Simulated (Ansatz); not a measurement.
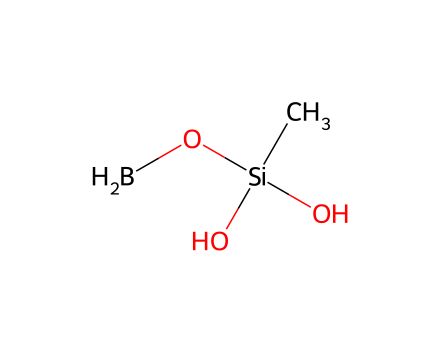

The computed structure is the end point of a PBE-D4/def2-SVP optimisation. No frequency run is at hand to confirm it as a minimum. Method: RKS PBE-D4/def2-SVP (Ansatz 0.2.0).

### Give the dipole moment at this level.

2.44 D.

### Estimate the dispersion correction.

−27.1 kJ/mol.
